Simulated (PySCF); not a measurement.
# C₅H₁₃FOSi₂: what the fields show

```xyz
22

C    -3.1731   -0.7824    0.7285
C    -2.5064   -0.8878   -0.6413
O    -1.1059   -0.7359   -0.6096
C    -0.6227    0.5752   -0.4271
C     0.8500    0.4340   -0.1933
Si    1.2261   -1.3149    0.4151
C     1.6982    1.4354   -0.4168
Si    3.5528    1.4308   -0.1659
F     4.0244    2.9271   -0.5626
H    -3.0877    0.2228    1.1345
H    -2.7045   -1.4789    1.4191
H    -4.2277   -1.0274    0.6376
H    -2.9439   -0.1512   -1.3315
H    -2.6683   -1.8885   -1.0519
H    -1.0839    1.0467    0.4549
H    -0.8599    1.1991   -1.3038
H     2.6280   -1.3127    0.8613
H     1.0709   -2.2938   -0.6555
H     0.3805   -1.6241    1.5696
H     1.2883    2.3739   -0.7875
H     4.2783    0.5776   -1.0979
H     3.9761    1.2943    1.2217
```

Geometry: GFN2-xTB.

Theory: PBE0/pcSseg-1, SCF density, gas phase, non-relativistic (PySCF).

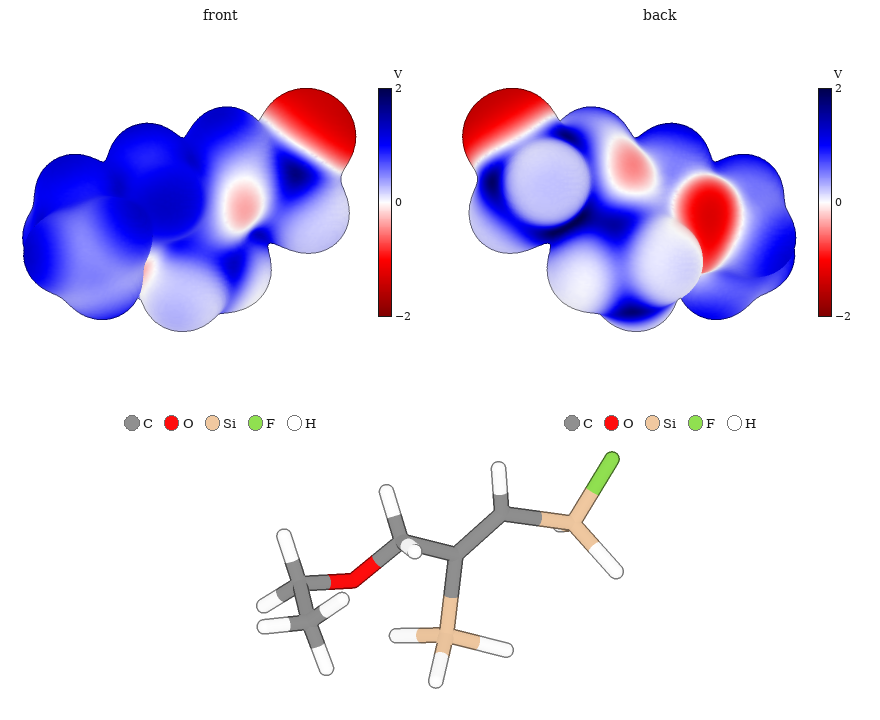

Figure 1. The electrostatic potential painted on the density surface at 0.004 e/bohr³, seen from the front and from behind; red is negative and blue positive. The bare structure is drawn below in the same view.

Question: Which sites attract a positive test charge, and which a negative one?

Answer: A positive charge is drawn to the negative regions and a negative charge to the positive ones. The most negative region (about −1.4 V, or −32 kcal/mol for a unit charge) lies over F9, the most positive (about +1.8 V, or +42 kcal/mol for a unit charge) over Si6 and Si8.

Question: How polar is the molecule by this calculation?

Answer: Its dipole moment is 3.62 D.

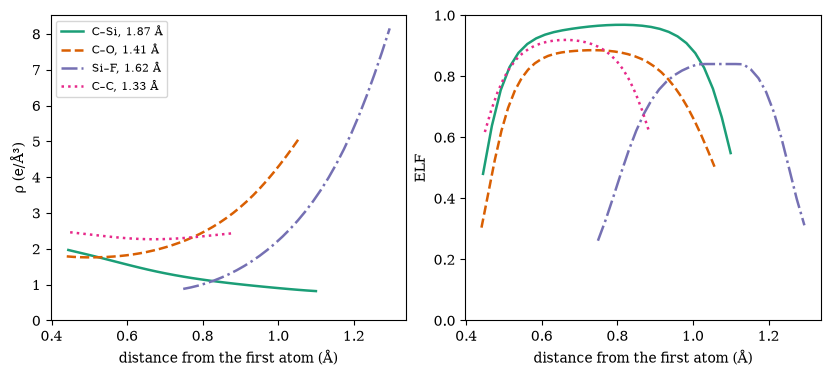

Figure 2. Total electron density and electron localisation function along straight lines between neighbouring atoms. The curves leave out the atomic cores.

Question: What can be read from the curves?

Answer: C–Si (1.87 Å): ρ at the midpoint is about 0.97 e/Å³; the ELF peaks at about 0.95 between the atoms: localised, covalent bonding.
C–O (1.41 Å): ρ is about 2.1 e/Å³ halfway, with its minimum of 1.8 e/Å³ about 0.5 Å from C; the ELF peaks at about 0.90 between the atoms; a shared but strongly polarised pair.
Si–F (1.62 Å): ρ is about 1 e/Å³ halfway; the ELF peaks at about 0.85 in the valence shell of F, 0.6 Å from its nucleus, and is about 0.50 at the midpoint.
C–C (1.33 Å): ρ is about 2.3 e/Å³ halfway; the ELF peaks at about 0.90 between the atoms (a multiple bond).
